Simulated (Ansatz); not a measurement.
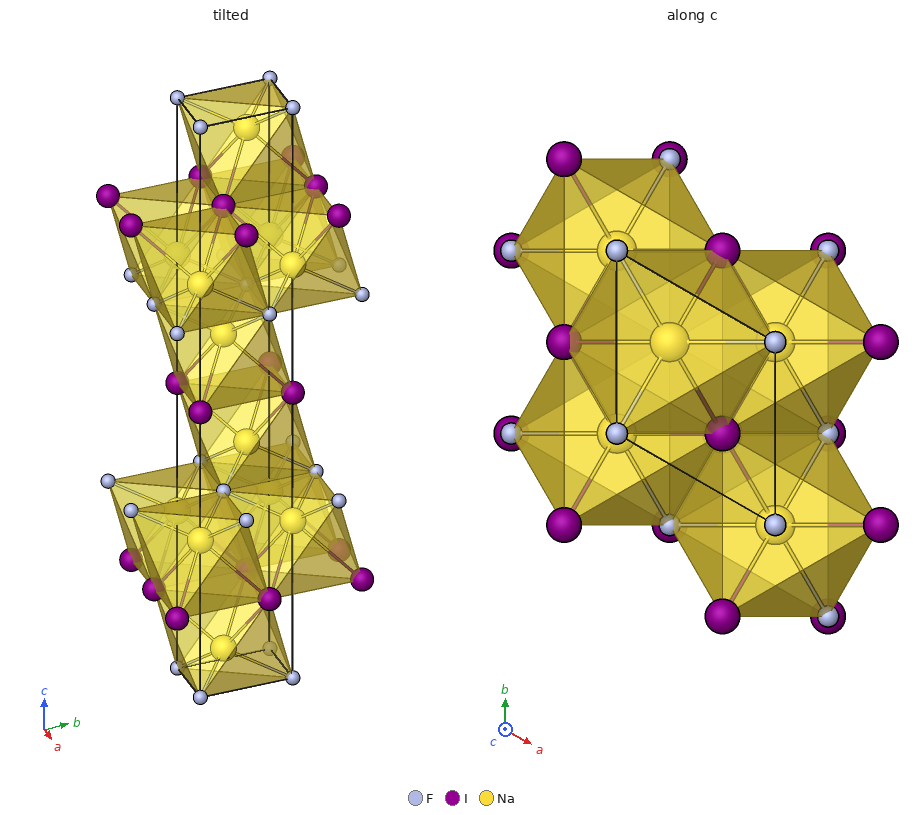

Drawn in the polyhedral manner and seen slightly off an axis and along the c axis. The conventional unit cell is outlined; an atom on or near a face, edge or corner is repeated at each equivalent position. Some atoms of the next cells are drawn as well.

Na2IF, space group R-3m (No. 166), a = 3.814 Å, b = 3.814 Å, c = 18.355 Å, α = 90.00°, β = 90.00°, γ = 120.00°. Provenance: a structure type filled with these elements by a generator (whether the compound takes this form wasn't checked). The cell was then strained or its atoms displaced on purpose. Ansatz was used for an electronic-structure calculation on it.

This one geometry was computed with Ansatz (DFT, plane waves, PAW) at three levels of theory: HSE06, r2SCAN and PBE. It was relaxed with r2SCAN and then strained.

How does the band gap change with the level of theory?

PBE: a gap of 1.78 eV, direct; r2SCAN: a gap of 2.33 eV, direct; HSE06: a gap of 2.82 eV, direct.

Collect the results in a table.

| level | cutoff (eV) | k-mesh of the run's cell | gap (eV) | pressure (GPa) |
| --- | --- | --- | --- | --- |
| HSE06 | 420 | 6×6×6 | 2.82 | 5.2 |
| r2SCAN | 500 | 8×8×8 | 2.33 | 4.9 |
| PBE | 420 | 8×8×8 | 1.78 | 6.1 |

Gaps are taken on the k-mesh or band path of each run.
